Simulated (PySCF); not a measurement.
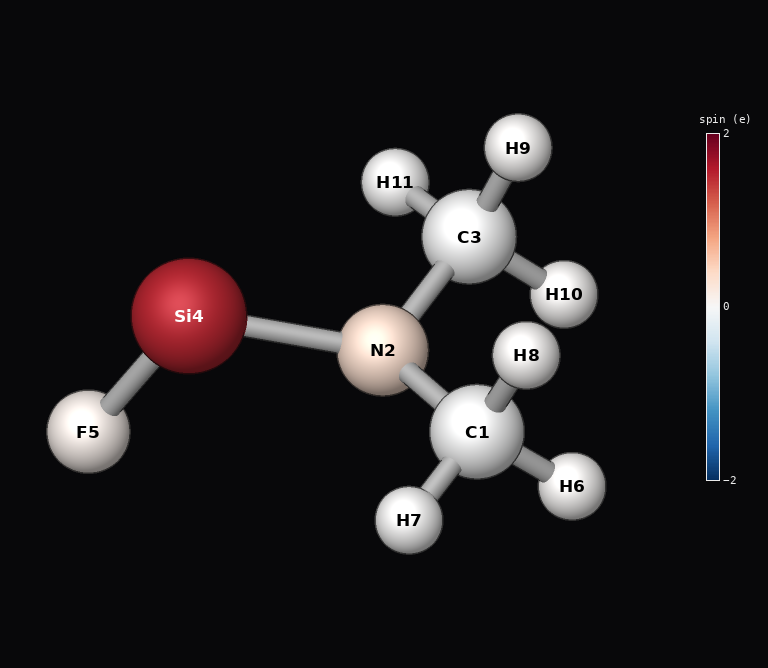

Atoms are coloured by their Mulliken spin populations. The species is neutral and a spin triplet. Computed geometry: GFN2-xTB optimisation. No frequency run is at hand to confirm it as a minimum. Properties computed with UKS B3LYP, pcH-1 on C F H N Si, non-relativistic (PySCF 2.14.0).

List the Mulliken spin populations.

```json
{"atom": "C1", "value (e)": "−0.01"}
{"atom": "N2", "value (e)": "0.33"}
{"atom": "C3", "value (e)": "−0.01"}
{"atom": "Si4", "value (e)": "1.51"}
{"atom": "F5", "value (e)": "0.10"}
{"atom": "H6", "value (e)": "0.03"}
{"atom": "H7", "value (e)": "0.00"}
{"atom": "H8", "value (e)": "0.02"}
{"atom": "H9", "value (e)": "0.02"}
{"atom": "H10", "value (e)": "0.03"}
{"atom": "H11", "value (e)": "0.00"}
```

Mulliken values depend strongly on the basis set. The spin state was imposed, and no run here compares it with a lower spin, which may lie lower. The geometry is semi-empirical. Around Si such bond lengths and angles can be off by a tenth of an ångström or more and by several degrees, and values that hang on the shape move with them.
